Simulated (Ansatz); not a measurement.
**Al: a line through an energy map**

How does the energy of Al (Im-3m, No. 229; 8 atoms in the cell) vary with shift of Al1 along [1 0 0], at shift of Al1 along [0 1 0] = 0.000 Å?

Method: DFT PBEsol, scalar-relativistic, plane waves, PAW, in Ansatz 0.2.0.

2 further runs of the same task are left out: 2 set aside as unsound or not needed.

## Step 1: Starting point

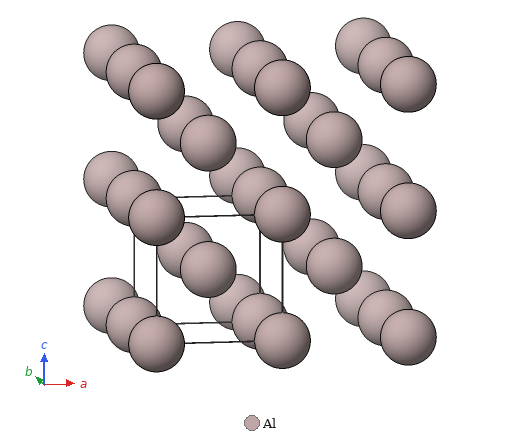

The starting structure, seen slightly off an axis (aluminium light grey). 2×2×2 cells are drawn. Atoms on the faces are drawn again on the opposite ones. The cell drawn here is the conventional one.

As a file:

```
Al
1.0
    -1.60632    1.60632    1.60632
     1.60632   -1.60632    1.60632
     1.60632    1.60632   -1.60632
Al
1
Direct
  0.00000 0.00000 0.00000
```

It goes back to an entry of the Materials Project, which need not be the stable form.

This cell was relaxed beforehand with the same method: volume 16.58 Å³/atom, gap on the mesh none (metal).

## Step 2: What is varied

Atoms count from 1 in the order of the input.

One atom moved over a plane, all else fixed.

The axes are (1) shift of Al1 along [1 0 0]: 11 values from −1.170 Å; (2) shift of Al1 along [0 1 0]: 11 values from −1.170 Å.

Nothing else is relaxed (all other atoms fixed). Energies count from the relaxed crystal. Points are written as (first, second).

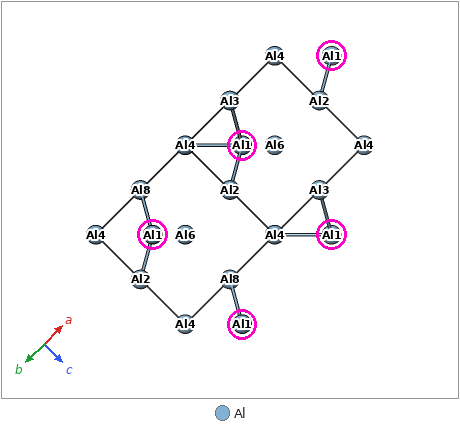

The geometry at (−1.170 Å, 0.000 Å). Rings mark the moved atoms.

## Step 3: The run at (−1.170 Å, 0.000 Å)

input.yaml

```yaml
crystal:
  lattice:
    - [3.2126361663, 3.2126361663, 3.2126361663]
    - [-3.2126361663, -3.2126361663, 3.2126361663]
    - [3.2126361663, -3.2126361663, -3.2126361663]
  atoms:
    - { symbol: Al, position: [-0.182093449, 0.5, 0.317906551] }
    - { symbol: Al, position: [0.0, 0.0, 0.5] }
    - { symbol: Al, position: [0.0, 0.5, 0.0] }
    - { symbol: Al, position: [0.0, 0.0, 0.0] }
    - { symbol: Al, position: [0.5, 0.5, 0.5] }
    - { symbol: Al, position: [0.5, 0.0, 0.5] }
    - { symbol: Al, position: [0.5, 0.5, 0.0] }
    - { symbol: Al, position: [0.5, 0.0, 0.0] }
basis:
  ecutwfc: 420
kpoints:
  mp_grid: { grid: [10, 10, 10] }
hamiltonian:
  xc: pbesol
  pseudopotentials: { kind: paw, azcp: { folder: soft_1 } }
scf:
  occupations: { method: gaussian, width: 0.15 }
output:
  forces: true
  stress: true
  eigenvalues: true
```

On the command line:

```sh
ansatz run input.yaml --threads 4 --pin off --max-ram 8192MiB --backend cpu --events-out ev --progress --plain --runs-dir out
```

The program printed:

```text
Warning: <dir> the record states the generating functional pbe (its physics header spells it `PBE`), which answers neither for hamiltonian.xc's functional nor for the pbesol family's — results may be inconsistent (PPs are generated against a specific XC)
Warning: RAYON_NUM_THREADS=4 ignored (pool sized by the plan → 4); use --threads N
Engine: ansatz 0.2.0, x86_64-unknown-linux-gnu
Pseudopotentials: kind: paw
Pseudopotential: Al, paw, valence charge 3, recommended cutoff 420 eV (normal), <dir>
Functional definition: PBEsol
  exchange = pbesol_x
  correlation = pbesol_c
Crystal: 8 atoms, lattice volume = 132.631 Å³
Basis set: ecut = 420 eV, 2587 PW (Γ), exchange–correlation on 80×80×80 points (8 copies of the dense FFT grid, shifted against one another)
Bands: 20, of which v1, the nominal top of the filled ones, is band 12 counted from 1 (11 counted from 0)
Symmetry: 8 space group operations
Space group: I4mm (ITA 107), of the structure as read, at distance tolerance 5.1e-5 Å
k-points: 102 of 1000 (time reversal used)
Non-local potential: Al, projectors of the file, l = 0: 2, l = 1: 2, l = 2: 1
PAW form: soft (Blöchl's): semilocal exchange-correlation on the pseudo side does not see the compensation charge
PAW frozen core: Al, regenerated for the run's functional, and the local potential with it (the file was generated under x = pbe(κ = 0.804, μ = 0.2195149727645171), c = pbe(β = 0.06672455060314922))
PAW one-centre angular grid: Al, 110 points (default); XC on 64 Gauss nodes
Initial density: superposition of atomic densities (chi_scale 0.1, normalization cell)
Initial wavefunctions: pseudopotential atomic-orbital guess
Functional: x = pbesol(κ = 0.804, μ = 0.12345679012345678), c = pbesol(β = 0.046)
SCF iter   1: F=—  HF=-4193.292031 eV  |F-HF|=—  |Δ(HF+E_count)|=         —  Δρ=3.55e-2  dr2=3.94e0  ethr=3.10e-3  ⟨swp⟩=7.7  Hψ=13376  notcnv=0
preconditioner: auto → Kerker (q_TF=auto, 2.052 Å⁻¹)  [metal: Δε(μ)=0.013 eV  Ē_g=6.792 eV  σ=0.150 eV  W_gap=0.05  n_scr=18 (ndim 8)  ℏωp=15.8 eV  f_vac=0.000  D(μ)=2.88/eV (n_scr^D=18)]
SCF iter   2: F=—  HF=-4192.308558 eV  |F-HF|=—  |Δ(HF+E_count)|=   9.83e-1  Δρ=1.93e-2  dr2=1.05e0  ethr=3.10e-3  ⟨swp⟩=2.8  Hψ=4250  notcnv=0  defer=186
SCF iter   3: F=—  HF=-4191.924464 eV  |F-HF|=—  |Δ(HF+E_count)|=   3.84e-1  Δρ=3.11e-3  dr2=1.78e-2  ethr=3.10e-3  ⟨swp⟩=2.4  Hψ=3420  notcnv=0  defer=186
SCF iter   4: F=—  HF=-4191.917386 eV  |F-HF|=—  |Δ(HF+E_count)|=   7.08e-3  Δρ=4.29e-4  dr2=3.38e-4  ethr=7.44e-5  ⟨swp⟩=2.2  Hψ=3464  notcnv=0  defer=183
SCF iter   5: F=—  HF=-4191.917278 eV  |F-HF|=—  |Δ(HF+E_count)|=   1.08e-4  Δρ=7.87e-5  dr2=1.12e-5  ethr=1.41e-6  ⟨swp⟩=2.1  Hψ=3083  notcnv=0  defer=183
SCF iter   6: F=—  HF=-4191.917264 eV  |F-HF|=—  |Δ(HF+E_count)|=   1.39e-5  Δρ=1.48e-5  dr2=5.38e-7  ethr=4.66e-8  ⟨swp⟩=1.0  Hψ=1947  notcnv=0  defer=183
SCF iter   7: F=-4191.917264 eV  HF=-4191.917264 eV  |F-HF|=8.57e-9  |Δ(HF+E_count)|=   9.12e-8  Δρ=2.38e-6  dr2=1.45e-8  ethr=4.17e-10  ⟨swp⟩=10.8  Hψ=10782  notcnv=0
SCF 1 converged in 7 iterations: F = -4191.917264 eV  dr2 = 1.45e-8
SCF converged after 7 iterations
Free energy (F): -4191.917264 eV
Harris-Foulkes:  -4191.917264 eV  (|F-HF|=8.57e-9)
Internal energy: -4191.883001 eV  (E = F + TS)
E sigma→0 (E₀):  -4191.900133 eV
Entropy (-TS):   -0.034263 eV (-4.283 meV/atom)
Fermi energy:    7.683249 eV
--- Per-component energies (eV) ---
  E_band       = 78.123963
  E_kinetic    = 186.849535
  E_local      = 50.131227  (includes V_loc(G=0)·N_el)
  E_nonlocal   = 87.165518
  E_hartree    = 10.507065
  E_xc         = -301.563990
  E_vxc        = -237.330622  (∫ρ·V_xc dr)
  E_paw        = -3655.967275  (= ΣΔE_a)
  E_vpaw       = -29.705269  (= ΣTr[D̂ρ^β])
  E_aug_tail   = -0.000024  (compensation charges beyond the density's cutoff)
  E_ewald      = -569.158171
  E_core_change = 0.153112  (= ΣΔE_core)
  E_smearing   = -0.034263  (= −TS)
  E_closure    = -0.000000  (closes the sum)
  Σ components = -4191.917264   (vs F -4191.917264, Δ=0.00e0)
--- Forces (eV/Å), atoms counted from 1 ---
  atom   1  Al     8.91555211     0.00000000     0.00000000
  atom   2  Al    -0.53506787    -1.75042560     1.75042560
  atom   3  Al    -0.53506787     1.75042560     1.75042560
  atom   4  Al    -0.11245887    -0.00000000     0.00000000
  atom   5  Al    -0.53506787    -1.75042560    -1.75042560
  atom   6  Al    -0.11245887    -0.00000000     0.00000000
  atom   7  Al    -6.55034152    -0.00000000    -0.00000000
  atom   8  Al    -0.53506787     1.75042560    -1.75042560
  max |Σ_I F_I| component: 2.14e-5 eV/Å
--- Stress (GPa, compression-positive) ---
       15.433446      -0.000000       0.000000
       -0.000000      10.797173      -0.000000
        0.000000      -0.000000      10.797173
  P = ⅓ Tr σ = 12.3426 GPa (123.426 kbar)
--- Band table (eV; the first three rows and the last of 102) ---
  k-point 0: bands = ["-3.5560", "1.9739", "2.5658", "2.5658", "3.3027", "3.5568", "3.5568", "3.8085", "3.8795", "3.9787", "4.4469", "4.4469", "5.4929", "9.4553", "9.4553", "9.9338", "10.5495", "10.8163", "12.9115", "14.2194"]
  k-point 1: bands = ["-3.4896", "1.5521", "2.3262", "2.4819", "2.9971", "3.3180", "3.3453", "4.0733", "4.1553", "4.3304", "4.9109", "4.9166", "5.9270", "8.7657", "9.2352", "9.5115", "10.9814", "11.6994", "13.2570", "13.6550"]
  k-point 2: bands = ["-3.2926", "0.7506", "1.9480", "1.9708", "2.8192", "2.9007", "3.4995", "4.2243", "4.9076", "4.9656", "5.7348", "5.8602", "6.9481", "7.7947", "8.3503", "9.6751", "11.4395", "12.3677", "12.4230", "13.1700"]
  k-point 101: bands = ["-1.3830", "0.0860", "0.0860", "0.1643", "0.2074", "1.5340", "6.0811", "6.0811", "6.5853", "7.0240", "7.2279", "7.2279", "7.6355", "8.0513", "11.3433", "11.3433", "12.4446", "12.4446", "12.5497", "12.6731"]
```

Run time: 1.8 s. Hardware: 4 threads of AMD EPYC 9R45 (Zen 5), shared host; peak memory 0.58 GiB.

On the map this point reads 3.7 eV.

## Step 4: Point (−0.936 Å, 0.000 Å)

Edit input.yaml of step 3 so:

```diff
@@ -6,3 +6,3 @@
   atoms:
-    - { symbol: Al, position: [-0.182093449, 0.5, 0.317906551] }
+    - { symbol: Al, position: [-0.1456747592, 0.5, 0.3543252408] }
     - { symbol: Al, position: [0.0, 0.0, 0.5] }
```

On the command line:

```sh
ansatz run input.yaml --threads 4 --pin off --max-ram 8192MiB --backend cpu --events-out ev --progress --plain --runs-dir out
```

The program printed:

```text
Warning: <dir> the record states the generating functional pbe (its physics header spells it `PBE`), which answers neither for hamiltonian.xc's functional nor for the pbesol family's — results may be inconsistent (PPs are generated against a specific XC)
Warning: RAYON_NUM_THREADS=4 ignored (pool sized by the plan → 4); use --threads N
[... 6 set-up lines as earlier in the session ...]
Crystal: 8 atoms, lattice volume = 132.631 Å³
Basis set: ecut = 420 eV, 2587 PW (Γ), exchange–correlation on 80×80×80 points (8 copies of the dense FFT grid, shifted against one another)
Bands: 20, of which v1, the nominal top of the filled ones, is band 12 counted from 1 (11 counted from 0)
[... 2 set-up lines as earlier in the session ...]
k-points: 102 of 1000 (time reversal used)
[... 7 set-up lines as earlier in the session ...]
SCF iter   1: F=—  HF=-4194.520053 eV  |F-HF|=—  |Δ(HF+E_count)|=         —  Δρ=3.04e-2  dr2=2.63e0  ethr=3.10e-3  ⟨swp⟩=7.5  Hψ=12948  notcnv=0  defer=1
preconditioner: auto → Kerker (q_TF=auto, 2.052 Å⁻¹)  [metal: Δε(μ)=0.019 eV  Ē_g=6.742 eV  σ=0.150 eV  W_gap=0.07  n_scr=18 (ndim 8)  ℏωp=15.8 eV  f_vac=0.000  D(μ)=2.88/eV (n_scr^D=18)]
SCF iter   2: F=—  HF=-4193.857498 eV  |F-HF|=—  |Δ(HF+E_count)|=   6.63e-1  Δρ=1.78e-2  dr2=8.06e-1  ethr=3.10e-3  ⟨swp⟩=2.3  Hψ=3639  notcnv=0  defer=148
SCF iter   3: F=—  HF=-4193.539628 eV  |F-HF|=—  |Δ(HF+E_count)|=   3.18e-1  Δρ=2.45e-3  dr2=1.13e-2  ethr=3.10e-3  ⟨swp⟩=2.6  Hψ=3459  notcnv=0  defer=148
SCF iter   4: F=—  HF=-4193.535116 eV  |F-HF|=—  |Δ(HF+E_count)|=   4.51e-3  Δρ=3.83e-4  dr2=2.54e-4  ethr=4.70e-5  ⟨swp⟩=2.3  Hψ=3393  notcnv=0  defer=170
SCF iter   5: F=—  HF=-4193.535008 eV  |F-HF|=—  |Δ(HF+E_count)|=   1.08e-4  Δρ=4.59e-5  dr2=3.21e-6  ethr=1.06e-6  ⟨swp⟩=2.1  Hψ=3112  notcnv=0  defer=170
SCF iter   6: F=—  HF=-4193.534992 eV  |F-HF|=—  |Δ(HF+E_count)|=   1.64e-5  Δρ=9.37e-6  dr2=1.48e-7  ethr=1.34e-8  ⟨swp⟩=1.4  Hψ=2303  notcnv=0  defer=174
SCF iter   7: F=-4193.534992 eV  HF=-4193.534992 eV  |F-HF|=2.93e-9  |Δ(HF+E_count)|=   1.14e-8  Δρ=1.48e-6  dr2=5.82e-9  ethr=4.17e-10  ⟨swp⟩=9.6  Hψ=8819  notcnv=0
SCF 1 converged in 7 iterations: F = -4193.534992 eV  dr2 = 5.82e-9
SCF converged after 7 iterations
Free energy (F): -4193.534992 eV
Harris-Foulkes:  -4193.534992 eV  (|F-HF|=2.93e-9)
Internal energy: -4193.498263 eV  (E = F + TS)
E sigma→0 (E₀):  -4193.516627 eV
Entropy (-TS):   -0.036729 eV (-4.591 meV/atom)
Fermi energy:    7.738479 eV
--- Per-component energies (eV) ---
  E_band       = 79.519882
  E_kinetic    = 184.391907
  E_local      = 60.897411  (includes V_loc(G=0)·N_el)
  E_nonlocal   = 85.088189
  E_hartree    = 7.239897
  E_xc         = -300.716263
  E_vxc        = -236.364465  (∫ρ·V_xc dr)
  E_paw        = -3655.153453  (= ΣΔE_a)
  E_vpaw       = -28.972684  (= ΣTr[D̂ρ^β])
  E_aug_tail   = -0.000022  (compensation charges beyond the density's cutoff)
  E_ewald      = -575.399041
  E_core_change = 0.153112  (= ΣΔE_core)
  E_smearing   = -0.036729  (= −TS)
  E_closure    = -0.000000  (closes the sum)
  Σ components = -4193.534992   (vs F -4193.534992, Δ=0.00e0)
--- Forces (eV/Å), atoms counted from 1 ---
  atom   1  Al     5.30476183     0.00000000     0.00000000
  atom   2  Al    -0.60064598    -1.41994741     1.41994741
  atom   3  Al    -0.60064598     1.41994741     1.41994741
  atom   4  Al    -0.08770753    -0.00000000     0.00000000
  atom   5  Al    -0.60064598    -1.41994741    -1.41994741
  atom   6  Al    -0.08770753    -0.00000000     0.00000000
  atom   7  Al    -2.72675108    -0.00000000     0.00000000
  atom   8  Al    -0.60064598     1.41994741    -1.41994741
  max |Σ_I F_I| component: 1.18e-5 eV/Å
--- Stress (GPa, compression-positive) ---
        7.230345      -0.000000       0.000000
       -0.000000       7.950307       0.000000
       -0.000000       0.000000       7.950307
  P = ⅓ Tr σ = 7.7103 GPa (77.103 kbar)
--- Band table (eV; the first three rows and the last of 102) ---
  k-point 0: bands = ["-3.4632", "2.2373", "2.7967", "2.7967", "3.3629", "3.5463", "3.5463", "3.8636", "3.9111", "3.9897", "4.3724", "4.3724", "5.2257", "9.5223", "9.5223", "9.9199", "10.6260", "10.7288", "12.9737", "14.4860"]
  k-point 1: bands = ["-3.3951", "1.7737", "2.5148", "2.5993", "3.1010", "3.2968", "3.3872", "4.0750", "4.2174", "4.3411", "4.8605", "4.8902", "5.7360", "8.8080", "9.1978", "9.5802", "11.0435", "11.6772", "13.3074", "13.8846"]
  k-point 2: bands = ["-3.1925", "0.8979", "2.0747", "2.1086", "2.8409", "2.8714", "3.6056", "4.2170", "5.0004", "5.0274", "5.6960", "5.8163", "6.9013", "7.8007", "8.2781", "9.7504", "11.5102", "12.5642", "12.6089", "13.1700"]
  k-point 101: bands = ["-1.0814", "0.1500", "0.1500", "0.2011", "0.2306", "1.3464", "6.2154", "6.2154", "6.6297", "6.9654", "7.2216", "7.2216", "7.8091", "8.1506", "11.5874", "11.5874", "12.5278", "12.5278", "12.6200", "12.6827"]
```

Run time: 1.7 s. Hardware: 4 threads of AMD EPYC 9R45 (Zen 5), shared host; peak memory 0.58 GiB.

Energy on the map's scale: 2.1 eV.

## Step 5: Grid point (−0.702 Å, 0.000 Å)

Edit input.yaml of step 4 so:

```diff
@@ -6,3 +6,3 @@
   atoms:
-    - { symbol: Al, position: [-0.1456747592, 0.5, 0.3543252408] }
+    - { symbol: Al, position: [-0.1092560694, 0.5, 0.3907439306] }
     - { symbol: Al, position: [0.0, 0.0, 0.5] }
```

On the command line:

```sh
ansatz run input.yaml --threads 4 --pin off --max-ram 8192MiB --backend cpu --events-out ev --progress --plain --runs-dir out
```

The program printed:

```text
Warning: <dir> the record states the generating functional pbe (its physics header spells it `PBE`), which answers neither for hamiltonian.xc's functional nor for the pbesol family's — results may be inconsistent (PPs are generated against a specific XC)
Warning: RAYON_NUM_THREADS=4 ignored (pool sized by the plan → 4); use --threads N
[... 6 set-up lines as earlier in the session ...]
Crystal: 8 atoms, lattice volume = 132.631 Å³
Basis set: ecut = 420 eV, 2587 PW (Γ), exchange–correlation on 80×80×80 points (8 copies of the dense FFT grid, shifted against one another)
Bands: 20, of which v1, the nominal top of the filled ones, is band 12 counted from 1 (11 counted from 0)
[... 2 set-up lines as earlier in the session ...]
k-points: 102 of 1000 (time reversal used)
[... 7 set-up lines as earlier in the session ...]
SCF iter   1: F=—  HF=-4195.227646 eV  |F-HF|=—  |Δ(HF+E_count)|=         —  Δρ=2.65e-2  dr2=1.72e0  ethr=3.10e-3  ⟨swp⟩=7.3  Hψ=12548  notcnv=0  defer=1
preconditioner: auto → Kerker (q_TF=auto, 2.052 Å⁻¹)  [metal: Δε(μ)=0.015 eV  Ē_g=6.701 eV  σ=0.150 eV  W_gap=0.06  n_scr=18 (ndim 8)  ℏωp=15.8 eV  f_vac=0.000  D(μ)=3.28/eV (n_scr^D=18)]
SCF iter   2: F=—  HF=-4194.786614 eV  |F-HF|=—  |Δ(HF+E_count)|=   4.41e-1  Δρ=1.62e-2  dr2=5.86e-1  ethr=3.10e-3  ⟨swp⟩=1.3  Hψ=2900  notcnv=0  defer=18
SCF iter   3: F=—  HF=-4194.529826 eV  |F-HF|=—  |Δ(HF+E_count)|=   2.57e-1  Δρ=1.88e-3  dr2=7.28e-3  ethr=2.44e-3  ⟨swp⟩=2.9  Hψ=3546  notcnv=0  defer=92
SCF iter   4: F=—  HF=-4194.526814 eV  |F-HF|=—  |Δ(HF+E_count)|=   3.01e-3  Δρ=3.31e-4  dr2=1.94e-4  ethr=3.03e-5  ⟨swp⟩=2.5  Hψ=3168  notcnv=0  defer=124
SCF iter   5: F=—  HF=-4194.526721 eV  |F-HF|=—  |Δ(HF+E_count)|=   9.29e-5  Δρ=2.79e-5  dr2=1.43e-6  ethr=8.09e-7  ⟨swp⟩=2.1  Hψ=3094  notcnv=0  defer=124
SCF iter   6: F=—  HF=-4194.526693 eV  |F-HF|=—  |Δ(HF+E_count)|=   2.72e-5  Δρ=4.01e-6  dr2=3.00e-8  ethr=4.17e-10  ⟨swp⟩=9.9  Hψ=10626  notcnv=0
SCF iter   7: F=-4194.526693 eV  HF=-4194.526693 eV  |F-HF|=1.25e-10  |Δ(HF+E_count)|=   7.24e-9  Δρ=4.95e-7  dr2=3.62e-10  ethr=1.25e-10  ⟨swp⟩=1.7  Hψ=5696  notcnv=0
SCF 1 converged in 7 iterations: F = -4194.526693 eV  dr2 = 3.62e-10
SCF converged after 7 iterations
Free energy (F): -4194.526693 eV
Harris-Foulkes:  -4194.526693 eV  (|F-HF|=1.25e-10)
Internal energy: -4194.486174 eV  (E = F + TS)
E sigma→0 (E₀):  -4194.506434 eV
Entropy (-TS):   -0.040520 eV (-5.065 meV/atom)
Fermi energy:    7.778744 eV
--- Per-component energies (eV) ---
  E_band       = 80.791064
  E_kinetic    = 182.278086
  E_local      = 70.024302  (includes V_loc(G=0)·N_el)
  E_nonlocal   = 83.561675
  E_hartree    = 4.421713
  E_xc         = -299.980082
  E_vxc        = -235.503745  (∫ρ·V_xc dr)
  E_paw        = -3654.530562  (= ΣΔE_a)
  E_vpaw       = -28.412672  (= ΣTr[D̂ρ^β])
  E_aug_tail   = -0.000021  (compensation charges beyond the density's cutoff)
  E_ewald      = -580.414398
  E_core_change = 0.153112  (= ΣΔE_core)
  E_smearing   = -0.040520  (= −TS)
  E_closure    = -0.000000  (closes the sum)
  Σ components = -4194.526693   (vs F -4194.526693, Δ=0.00e0)
--- Forces (eV/Å), atoms counted from 1 ---
  atom   1  Al     3.34593206     0.00000000     0.00000000
  atom   2  Al    -0.55907475    -1.04593156     1.04593156
  atom   3  Al    -0.55907475     1.04593156     1.04593156
  atom   4  Al    -0.06145568    -0.00000000     0.00000000
  atom   5  Al    -0.55907475    -1.04593156    -1.04593156
  atom   6  Al    -0.06145568    -0.00000000    -0.00000000
  atom   7  Al    -0.98671727    -0.00000000     0.00000000
  atom   8  Al    -0.55907475     1.04593156    -1.04593156
  max |Σ_I F_I| component: 4.45e-6 eV/Å
--- Stress (GPa, compression-positive) ---
        3.067871      -0.000000      -0.000000
       -0.000000       4.873685      -0.000000
        0.000000      -0.000000       4.873685
  P = ⅓ Tr σ = 4.2717 GPa (42.717 kbar)
--- Band table (eV; the first three rows and the last of 102) ---
  k-point 0: bands = ["-3.3802", "2.5584", "3.0260", "3.0260", "3.4233", "3.5391", "3.5391", "3.9098", "3.9366", "3.9900", "4.2787", "4.2787", "4.9208", "9.5840", "9.5840", "9.8694", "10.6945", "10.7010", "13.0676", "14.8040"]
  k-point 1: bands = ["-3.3107", "2.0125", "2.6923", "2.7094", "3.1806", "3.2697", "3.4561", "4.0620", "4.2855", "4.3562", "4.7978", "4.8473", "5.5402", "8.8396", "9.1634", "9.6435", "11.0960", "11.6844", "13.3945", "14.1256"]
  k-point 2: bands = ["-3.1030", "1.0393", "2.2010", "2.2603", "2.8338", "2.8386", "3.6999", "4.2165", "5.0982", "5.0993", "5.6452", "5.7477", "6.8515", "7.7938", "8.2306", "9.8199", "11.5735", "12.7626", "12.7938", "13.1845"]
  k-point 101: bands = ["-0.7502", "0.2039", "0.2039", "0.2331", "0.2512", "1.1309", "6.3668", "6.3668", "6.7021", "6.9151", "7.1791", "7.1791", "7.9656", "8.2021", "11.8425", "11.8425", "12.6225", "12.6225", "12.6934", "12.7128"]
```

Run time: 1.8 s. Hardware: 4 threads of AMD EPYC 9R45 (Zen 5), shared host; peak memory 0.58 GiB.

That is 1.1 eV from the zero.

[end of part 1 of 2]
